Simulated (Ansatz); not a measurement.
Input file:

```
crystal:
  periodic: [false, false, false]
  atoms:
    - { symbol: B, position_ang: [-0.005449, 0.263119, 0.055911] }
    - { symbol: F, position_ang: [-0.007308, 0.520204, 1.347272] }
    - { symbol: F, position_ang: [1.128991, 0.193918, -0.596025] }
    - { symbol: F, position_ang: [-1.14012, 0.149751, -0.588498] }
    - { symbol: H, position_ang: [0.091136, -2.04619, 0.676027] }
    - { symbol: H, position_ang: [0.044149, -1.606701, 1.239513] }
basis:
  gaussian: { orbitals: def2-SVP }
hamiltonian:
  xc: pbe0
  dispersion: d4
relax:
  f_tol: 0.03
  max_steps: 50
output:
  orbitals: {}
```

Launched as:

```sh
ansatz run input.yaml --threads 1 --pin off --max-ram 2048MiB --backend cpu --events-out ev --progress --plain --runs-dir out
```

The fields are those of the run's last geometry, not of the input's.

The calculation used RKS PBE0-D4/def2-SVP in Ansatz 0.2.0.

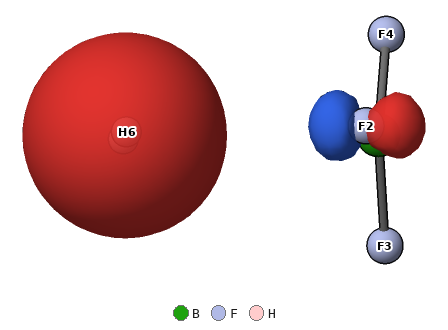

BF3···H2. The HOMO−1 at ±0.15 Å⁻³ᐟ² (red and blue are the two phases), seen from one side.

Describe this orbital and give its energy.

Answer. Its weight (Hirshfeld) is mainly on H5 (about 45 %) and H6 (about 45 %). Its energy is −12.27 eV.
